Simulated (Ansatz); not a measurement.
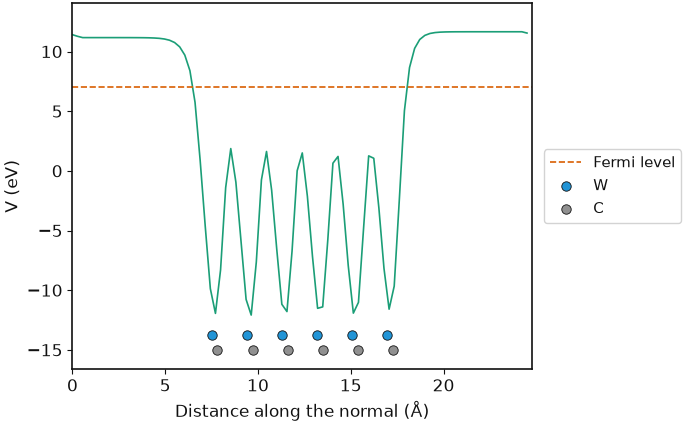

Plane-averaged electrostatic potential energy of an electron across the slab; circles at the bottom mark the heights of the atoms.

This input was run:

```
crystal:
  lattice:
    - [2.9217712149, 0.0, 0.0]
    - [-1.4608856074, 3.8089903548, 0.0]
    - [0.0, 0.0, 24.7718460443]
  atoms:
    - { symbol: W, position: [0.7206500012, 0.4413000024, 0.3027630636] }
    - { symbol: C, position: [0.0074250014, 0.0148500028, 0.3154880273] }
    - { symbol: W, position: [0.4413000024, 0.8826000047, 0.3791128454] }
    - { symbol: C, position: [0.7280750026, 0.4561500051, 0.3918378091] }
    - { symbol: W, position: [0.1619500035, 0.3239000071, 0.4554626273] }
    - { symbol: C, position: [0.4487250037, 0.8974500075, 0.4681875909] }
    - { symbol: W, position: [0.8826000047, 0.7652000094, 0.5318124091] }
    - { symbol: C, position: [0.1693750049, 0.3387500098, 0.5445373727] }
    - { symbol: W, position: [0.6032500059, 0.2065000118, 0.6081621909] }
    - { symbol: C, position: [0.8900250061, 0.7800500122, 0.6208871546] }
    - { symbol: W, position: [0.3239000071, 0.6478000142, 0.6845119727] }
    - { symbol: C, position: [0.6106750073, 0.2213500146, 0.6972369364] }
basis:
  ecutwfc: 420
kpoints:
  mp_grid: { grid: [13, 9, 1] }
hamiltonian:
  xc: pbe
scf:
  occupations: { method: gaussian, width: 0.1 }
output:
  forces: true
  eigenvalues: true
  write_density: true
  write_potential: true
  elf: true
  volumetric_format: npy
efield:
  axis: 3
  dipole_correction: true
  ramp_width: 0.04
```

Run as:
```bash
ansatz run input.yaml --threads 2 --pin off --max-ram 5632MiB --backend cpu --events-out ev --progress --plain --runs-dir out
```

What is the work function?

The work function is 4.65 eV at the right face and 4.16 eV at the left.

How thick are slab and vacuum?

The outermost atoms are 9.8 Å apart, which leaves 15.0 Å of vacuum in a cell 24.8 Å high.

The atoms aren't at rest in this cell (largest force 1.8 eV/Å), so the relaxed material can differ. Spin-orbit coupling is left out, which matters for W.
